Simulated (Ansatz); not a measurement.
**CH₅FOSi: density, localisation and related maps**

```yaml
atoms:
  - { symbol: C, position_ang: [-0.5214, -1.2387, -0.8993] }
  - { symbol: F, position_ang: [-0.6249, -1.4935, 1.8888] }
  - { symbol: O, position_ang: [-1.8900, 0.6396, 0.8833] }
  - { symbol: Si, position_ang: [-1.5194, -0.9523, 0.6408] }
  - { symbol: H, position_ang: [-1.0656, -0.8909, -1.7909] }
  - { symbol: H, position_ang: [0.4418, -0.7060, -0.8541] }
  - { symbol: H, position_ang: [-0.3034, -2.3105, -1.0263] }
  - { symbol: H, position_ang: [-2.8127, -1.6737, 0.6608] }
  - { symbol: H, position_ang: [-1.1692, 1.2752, 0.8565] }
```

Geometry: PBE0-D3(BJ)/def2-SVP.

These are results of isolated molecule in a Gaussian basis; Kohn-Sham density functional theory, functional PBE0 in Ansatz, not measurements.

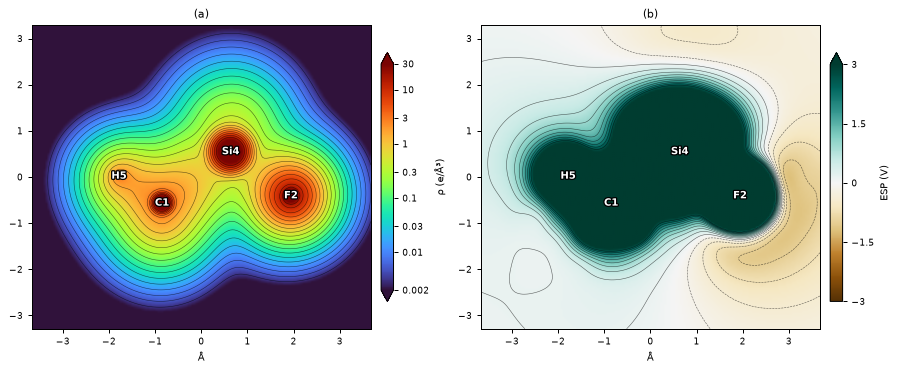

Figure 1. (a) total electron density; (b) molecular electrostatic potential on the plane of atoms Si4, C1 and H5.

Read the bonding off the picture.

Answer. The plane passes through C, F, Si and H nuclei.
Si–F (1.63 Å): ρ is about 1.1 e/Å³ halfway.
C–Si (1.86 Å): ρ is about 1 e/Å³ halfway.
C–H (1.10 Å): ρ is about 1.9 e/Å³ halfway.
Outside the dense part of the molecule the potential is most negative (−1.2 V) near F2.

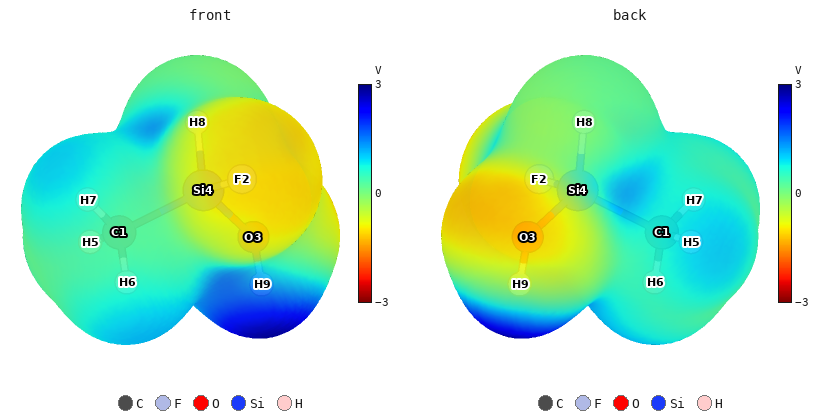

Figure 2. The electrostatic potential painted on the density surface at 0.002 e/bohr³, seen from the front and from behind; red is negative and blue positive.

Describe the electrostatic potential map.

Answer. The most negative region (about −1.2 V) lies over O3, the most positive (about +2.8 V) over H9. O3 is the likeliest acceptor of a hydrogen bond.

What dipole moment does the calculation give?

Answer. Its dipole moment is 2.19 D.

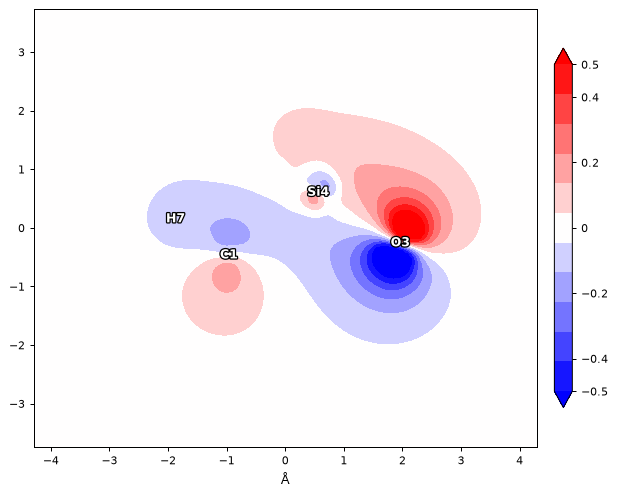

Figure 3. The HOMO−1 on the plane of atoms C1, Si4 and O3 (values in Å⁻³ᐟ²; the overall sign is arbitrary).

Describe this orbital and give its energy.

Answer. Its weight (Hirshfeld) is mainly on O3 (about 65 %) and F2 (about 10 %). Its energy is −9.85 eV.
